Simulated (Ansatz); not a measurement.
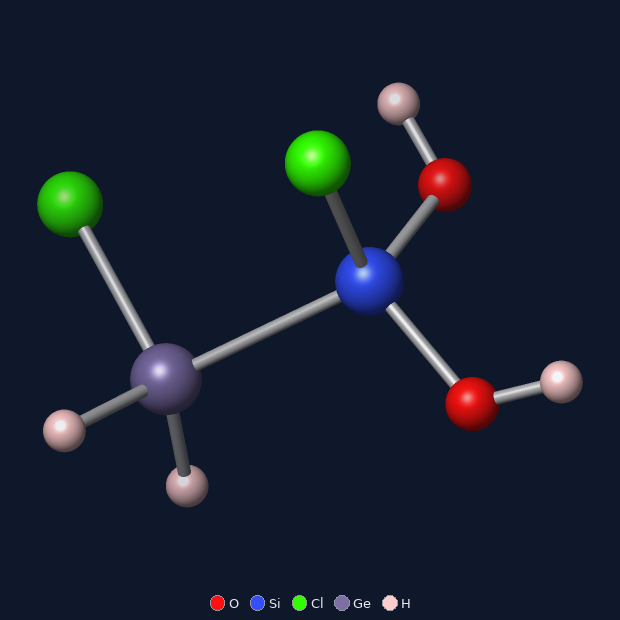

Computed geometry: PBE0-D4/def2-TZVP optimisation. No frequency run is at hand to confirm it as a minimum.

Give the structural formula.

SMILES: O[Si](O)(Cl)[GeH2][Cl]

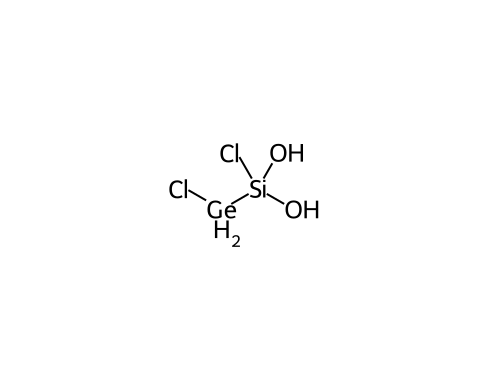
